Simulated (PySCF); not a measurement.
BrFH₂, SMILES `F.Br`.

PySCF calculation, PBE/def2-SVP, gas phase; geometry: GFN2-xTB. GFN2-xTB bond lengths at metals and heavier atoms can be off by up to 0.1 Å and shapes distorted, which carries into these values.

Geometry (Å), atoms numbered from 1:

```
F1      -2.6970    0.0006    0.0000
H2      -3.6301   -0.0055    0.0000
Br3      0.8139   -0.0001    0.0000
H4      -0.5845    0.0032    0.0000
```

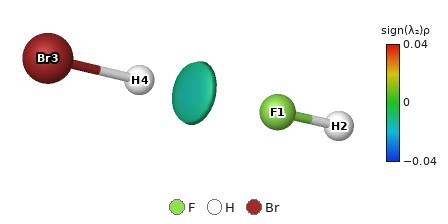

Non-covalent interaction surfaces between the fragments (reduced density gradient s = 0.6, coloured by sign(λ₂)ρ in a.u.; trimmed to the region between the fragments where ρ is under 0.06 a.u.). Fragment A: HF (atoms 1–2); fragment B: HBr.

### Which interactions hold the two fragments together?

Bond critical points between the fragments: F1···H4, hydrogen bond, 2.11 Å, ρ = 0.014 a.u. It is weak and appears green, as weak hydrogen bonds do. The pose is a local one from a semi-empirical search, not shown to be the most stable.

### How strongly are they bound?

The counterpoise-corrected interaction energy of the frozen fragments is −2.3 kcal/mol without dispersion correction and −2.6 kcal/mol with D3(BJ). The pair geometry is semi-empirical, not a minimum at this level.

The PySCF run took 24 s on 1 thread of Intel(R) Xeon(R) Processor @ 2.50GHz (Skylake/Cascade Lake), on a shared host, peak memory 0.23 GiB.
